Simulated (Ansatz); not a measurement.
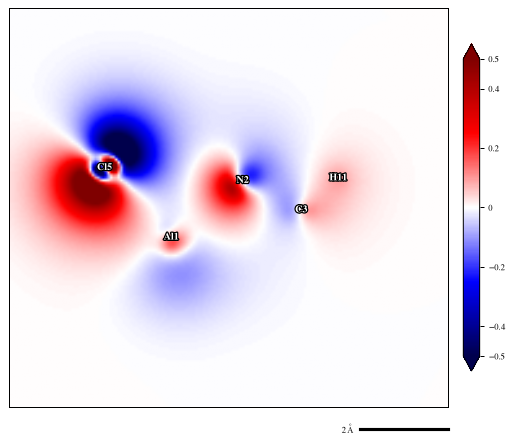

*C₂H₉AlClN. The HOMO−1 on the plane of atoms N2, Al1 and Cl5 (values in Å⁻³ᐟ²; the overall sign is arbitrary).*

These are results of Ansatz 0.2.0, RKS PBE-D4/6-31G*, not measurements.

```yaml
atoms:
  - { symbol: Al, position_ang: [0.3202, 1.0340, -0.7335] }
  - { symbol: N, position_ang: [-0.3097, 0.3719, 1.1195] }
  - { symbol: C, position_ang: [0.3217, -0.8925, 1.5803] }
  - { symbol: C, position_ang: [-0.2411, -0.3932, -1.9783] }
  - { symbol: Cl, position_ang: [-0.9259, 2.8296, -0.7399] }
  - { symbol: H, position_ang: [-0.1156, 1.1346, 1.7833] }
  - { symbol: H, position_ang: [1.8736, 1.3199, -0.4097] }
  - { symbol: H, position_ang: [-1.3349, 0.2790, 1.0972] }
  - { symbol: H, position_ang: [0.0721, -1.6895, 0.8638] }
  - { symbol: H, position_ang: [1.4138, -0.7539, 1.5819] }
  - { symbol: H, position_ang: [-0.0139, -1.1860, 2.5889] }
  - { symbol: H, position_ang: [-1.3178, -0.6327, -1.8990] }
  - { symbol: H, position_ang: [-0.0666, -0.0884, -3.0262] }
  - { symbol: H, position_ang: [0.3240, -1.3328, -1.8283] }
```

Question: What is the character of this orbital?

Answer: It lies mainly on Cl5 (about 75 %); largely a lone pair of Cl5. Its energy is −6.52 eV.
